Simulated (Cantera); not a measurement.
Charge: 1 mol SiCl4, 0.2 mol O3, 0.36 mol H2, 1.6 mol NO, held at 1.00 bar.

Method: chemical equilibrium by Gibbs-energy minimisation in Cantera with the NASA 1993 tables (ideal gas, pure condensed phases). Candidate condensed phases: H2O, NH4Cl, Si, SiO2, Si2N2O, Si3N4; 47 gas species. The tables hold silica as quartz up to 1696 K and as liquid above; real silica turns to tridymite and cristobalite and melts near 1996 K. The numbers say what is thermodynamically allowed, not how fast it happens.

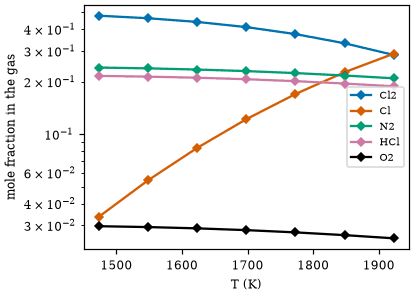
*Equilibrium gas composition (values under 1e-9 drawn at 1e-9)*

### Question
Read off the mole fractions at 1623 K.

### Answer
Cl2 about 0.44, N2 about 0.23, HCl about 0.21, Cl about 0.083, O2 about 0.029.
